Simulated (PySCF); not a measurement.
C4H8FOSi (SMILES O[C]1CC([SiH2]F)C1) (doublet)

```xyz
15

O     2.4352   -0.2629   -0.9607
C     1.5679   -0.2446    0.1046
C     0.6955    0.9112    0.4935
C    -0.4660   -0.1014    0.6642
Si   -1.9489    0.1603   -0.4815
F    -2.6661    1.5352   -0.0340
C     0.4770   -1.2601    0.2608
H     2.7862    0.6226   -1.1045
H     0.5544    1.6714   -0.2836
H     0.9799    1.4254    1.4144
H    -0.7822   -0.1791    1.7063
H    -2.9556   -0.8780   -0.3245
H    -1.5423    0.4023   -1.8585
H     0.6418   -2.0044    1.0416
H     0.2188   -1.7901   -0.6600
```

Geometry: GFN2-xTB.

Method: PySCF 2.14.0, density-fitted response routines, UKS B3LYP, pcH-1 on C F H O Si, non-relativistic, mean-field spin-orbit, GIAO.

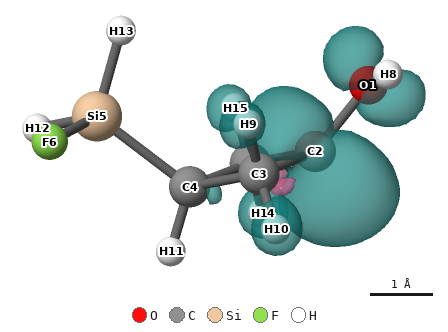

Figure 1. Isosurfaces of the spin density (α minus β) at +0.02 (teal) and −0.02 e/Å³ (pink), seen from one side.

Question: Which atoms carry the spin?

Answer: The unpaired spin (1 electron) lies mostly on C2 (about 0.6) and O1 (about 0.2), in electrons by Hirshfeld's partition.

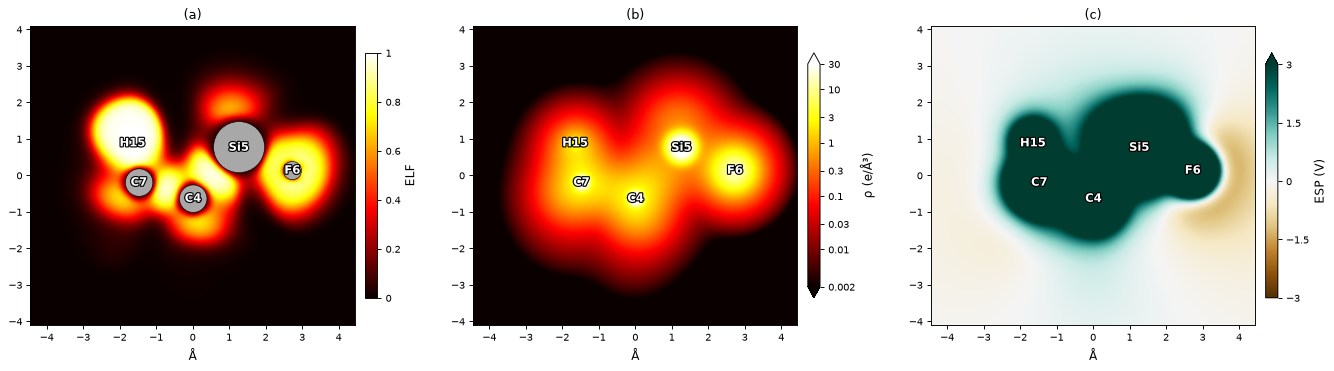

Figure 2. (a) ELF; (b) electron density; (c) molecular electrostatic potential on the plane of atoms C4, C7 and H15. Grey discs cover the atomic cores in the ELF map.

Question: Describe what can be read from this map.

Answer: Atoms in the plane: C, Si, F and H. Si–F (1.61 Å): ρ at the midpoint is about 1.1 e/Å³; the ELF peaks at about 0.85 in the valence shell of F, 0.5 Å from its nucleus, and is about 0.50 at the midpoint. C–Si (1.89 Å): ρ at the midpoint is about 0.96 e/Å³; the ELF peaks at about 0.95 between the atoms: a shared electron pair. C–C (1.55 Å): ρ is about 1.6 e/Å³ halfway; the ELF peaks at about 0.95 between the atoms, as expected for localised, covalent bonding. C–H (1.09 Å): ρ is about 2 e/Å³ halfway; the ELF climbs to about 1 towards the hydrogen, as it does in any bond to H (a covalent bond by its length). The ELF also peaks beside F6, away from the bonds: non-bonding electrons, paired or unpaired. Outside the dense part of the molecule the potential is most negative (−1.3 V) near F6.

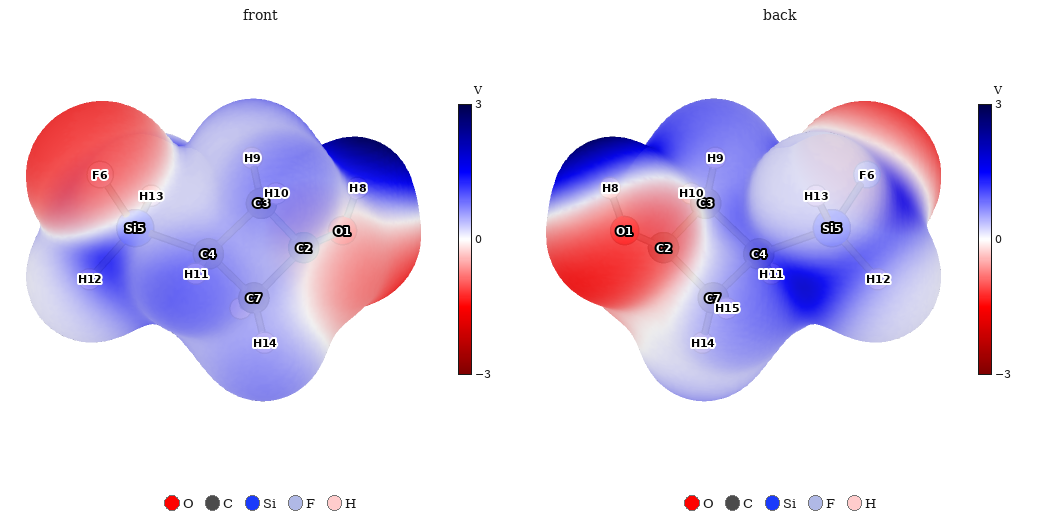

Figure 3. The electrostatic potential painted on the density surface at 0.002 e/bohr³, seen from the front and from behind; red is negative and blue positive.

Question: Describe the electrostatic potential map.

Answer: The most negative region (about −1.3 V, or −30 kcal/mol for a unit charge) lies over O1, the most positive (about +2.7 V, or +62 kcal/mol for a unit charge) over H8. O1 is the likeliest acceptor of a hydrogen bond.
